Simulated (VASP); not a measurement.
Band structure of DyNiAs (space group P-6m2). Method: PBEsol GGA, VASP's PBE PAW potentials (set 64) (plane waves; VASP).

The 4f electrons are frozen in the core of the lanthanide potential, so 4f levels, which can set the real gap, and their magnetism are missing.

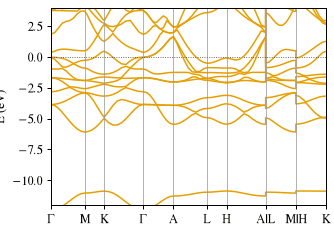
Fig. 1. Bands along high-symmetry lines, zero at the valence-band maximum or, without a gap, the Fermi level

Task: Read the plot: is there a gap, and where are the band edges?

Result: It has no gap at this level: it comes out as a metal or semimetal. (Edges off the drawn lines would not show.)

The structure comes from a computed database's DyNiAs entry (P-6m2); how it stands against other phases isn't given here. It was relaxed first. The run is not spin-polarised, so no magnetic state was tried.
